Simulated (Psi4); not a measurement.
# CH8Si2 (SMILES [SiH3]C[SiH3]) at HF/3-21G

Aim: the energy change on altering one bond length of CH8Si2 at HF/3-21G, from 2 runs. 

Program for the calculation: Psi4 1.11.

4 further runs of the same task are left out: 3 that didn't finish, 1 set aside as unsound or not needed.

### Step 1. The system as given

CH8Si2 has 11 atoms, charge 0, and is taken as a singlet. As SMILES, `[SiH3]C[SiH3]`. The shape is that of a PBE0-D4/def2-TZVP optimisation.

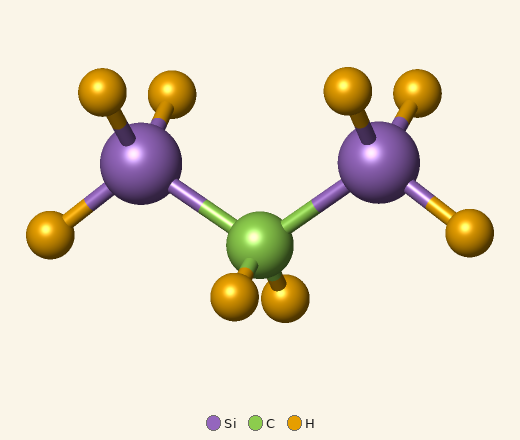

Viewed from a chosen angle; silicon purple, carbon green, hydrogen amber.

### Step 2. A single-point energy at HF/3-21G

job.py reads:

```python
import psi4

psi4.set_memory(2200000000)
psi4.set_num_threads(1)
psi4.set_output_file('psi4.out', False)

mol = psi4.geometry("""
0 1
Si    -1.158980     1.034720    -0.344660
C     -0.286340    -0.621440    -0.365590
Si     1.335180    -0.652340     0.569590
H     -2.435800     0.976800    -1.106490
H     -0.293510     2.078920    -0.955560
H     -1.463790     1.436810     1.054620
H     -0.954100    -1.377620     0.060730
H     -0.099440    -0.908830    -1.405770
H      1.110650    -0.304370     1.998260
H      2.282060     0.336720    -0.011600
H      1.964060    -1.999380     0.506460
symmetry c1
no_reorient
no_com
""")

psi4.set_options({
    'basis': '3-21G',
    'puream': True,
    'e_convergence': 1e-09,
    'd_convergence': 1e-08,
    'scf_type': 'pk',
})

energy_value, wavefunction = psi4.energy("hf", molecule=mol, return_wfn=True)
print(f'total energy {energy_value:.8f} hartree = {energy_value * 27.211386:.5f} eV')
```

Run with:

```sh
$ python job.py
```

psi4.out:

```text
[...]
  Running in c1 symmetry.
[...]
  Nuclear repulsion =  151.529950661497395
[...]
  Multiplicity = 1
[...]
  Nalpha       = 21
  Nbeta        = 21
[...]
    Number of basis functions: 51
[...]
   @RHF iter   1:  -617.02789187234987   -7.49016e-01   5.10389e-03 ADIIS/DIIS
[...]
   @RHF iter   9:  -617.07732242993961   -7.95808e-12   4.96014e-09 DIIS
[...]
    Orbital Energies [Eh]
    ---------------------
    Doubly Occupied:
       1A    -68.296861     2A    -68.296700     3A    -11.161739
       4A     -6.107396     5A     -6.107317     6A     -4.203186
       7A     -4.203164     8A     -4.203092     9A     -4.203071
      10A     -4.202659    11A     -4.202399    12A     -0.963215
      13A     -0.728462    14A     -0.703133    15A     -0.588285
      16A     -0.525389    17A     -0.483442    18A     -0.472704
      19A     -0.467141    20A     -0.451204    21A     -0.431207
[...]
  @RHF Final Energy:  -617.07732242993961
   => Energetics <=
    Nuclear Repulsion Energy =            151.5299506614973950
    One-Electron Energy =               -1155.2110144220855545
    Two-Electron Energy =                 386.6037413306485178
    Total Energy =                       -617.0773224299396134
[...]
 Multipole Moments:
 ------------------------------------------------------------------------------------
     Multipole            Electronic (a.u.)      Nuclear  (a.u.)        Total (a.u.)
 ------------------------------------------------------------------------------------
 L = 1.  Multiply by 2.5417464519 to convert [e a0] to [Debye]
 Dipole X            :         -1.7373326            1.6230669           -0.1142657
 Dipole Y            :         -3.7699731            3.5219393           -0.2480338
 Dipole Z            :         -2.2172868            2.0713855           -0.1459013
 Magnitude           :                                                    0.3096201
[...]
```

On the terminal:

```text
total energy -617.07732243 hartree = -16791.52921 eV
```

It took 9.9 s on 1 thread of Intel Xeon at 2.50GHz (Skylake/Cascade Lake), shared host; peak memory 0.19 GiB.

### Step 3. The distorted shape: energy and gradient at HF/3-21G

input.inp reads:

```
memory 2.2 GB

molecule molecule1 {
  0 1
  Si
  C 1 1.872112
  Si 2 1.872123 1 114.37751
  H 1 1.487955 2 111.08943 3 -179.97081
  H 1 1.487478 4 108.44097 2 121.23997
  H 1 3.2724 5 108.40991 4 -117.54335
  H 2 1.095199 1 108.79898 5 -178.30642
  H 2 1.095216 7 107.01206 1 -117.39945
  H 3 1.487479 2 110.19264 7 -62.10858
  H 3 1.487482 9 108.40993 2 120.66819
  H 3 1.487949 9 108.44093 10 117.54403
  symmetry c1
  no_reorient
  no_com
}

set {
  reference rhf
  puream true
  e_convergence 1e-09
  d_convergence 1e-08
  scf_type pk
}

E, wfn = gradient('hf/3-21G', return_wfn=True)
```

Run with:

```sh
$ psi4 -n 1 input.inp input.out
```

input.out (excerpt; [...] marks lines left out):

```text
[...]
  Running in c1 symmetry.
[...]
  Nuclear repulsion =  147.566944877650627
[...]
  Multiplicity = 1
[...]
  Nalpha       = 21
  Nbeta        = 21
[...]
    Number of basis functions: 51
[...]
   @RHF iter   1:  -616.82987369682439   -8.16031e-01   5.09638e-03 ADIIS/DIIS
[...]
   @RHF iter  11:  -616.88424188177407    1.13687e-13   2.18233e-09 DIIS
[...]
  @RHF Final Energy:  -616.88424188177407
   => Energetics <=
    Nuclear Repulsion Energy =            147.5669448776506272
    One-Electron Energy =               -1146.2757508050547131
    Two-Electron Energy =                 381.8245640456300407
    Total Energy =                       -616.8842418817740736
[...]
 Multipole Moments:
 ------------------------------------------------------------------------------------
     Multipole            Electronic (a.u.)      Nuclear  (a.u.)        Total (a.u.)
 ------------------------------------------------------------------------------------
 L = 1.  Multiply by 2.5417464519 to convert [e a0] to [Debye]
 Dipole X            :         -2.0308208            1.2122074           -0.8186134
 Dipole Y            :          1.2768517           -0.5877976            0.6890541
 Dipole Z            :          1.1044020           -0.4395211            0.6648809
 Magnitude           :                                                    1.2597579
[...]
  -Total Gradient:
     Atom            X                  Y                   Z
    ------   -----------------  -----------------  -----------------
       1       -0.015754930225     0.005257585489     0.021698176431
       2       -0.011046053436    -0.011757705239    -0.006878886231
       3       -0.002556290364     0.018842893331    -0.012096270240
       4       -0.007624367190     0.003472673156     0.004209917820
       5       -0.006286120126     0.005062396733     0.003994720034
       6        0.038488968269    -0.022380919214    -0.016252186381
       7        0.005530320336     0.001950803257     0.000713068414
       8       -0.002658317859     0.000201580330     0.004356899084
       9        0.000416459326    -0.000006134420    -0.000058150342
      10        0.000921072197     0.000012128715     0.000559583444
      11        0.000569259072    -0.000655302147    -0.000246872037
[...]
```

It took 11 s on 1 thread of Intel Xeon at 2.50GHz (Skylake/Cascade Lake), shared host; peak memory 0.19 GiB.

### Step 4. Outcome

Level: HF/3-21G.

```
                                                          quantity          value
                                         first shape: total energy  -617.07732 Eh
                                        first shape: dipole moment         0.79 D
                                          first shape: HOMO energy      -11.73 eV
                                          first shape: LUMO energy        4.23 eV
                                        first shape: HOMO–LUMO gap       15.96 eV
                                     distorted shape: total energy  -616.88424 Eh
                                    distorted shape: dipole moment         3.20 D
                                      distorted shape: HOMO energy       -7.64 eV
                                      distorted shape: LUMO energy       -0.47 eV
                                    distorted shape: HOMO–LUMO gap        7.17 eV
                         distorted shape: largest force on an atom     2.437 eV/Å
energy change with the Si1–H6 bond stretched from 1.487 to 3.272 Å       5.254 eV
```

In words: One bond (distorted shape) is far stretched, which a spin-restricted single reference describes badly; a broken-symmetry solution may lie lower. With the Si1–H6 bond stretched from 1.487 to 3.272 Å the energy rises by 5.25 eV (507 kJ/mol). The first shape isn't relaxed at this level, so the change isn't measured from a minimum. A restricted reference can't describe the breaking bond well at this length.
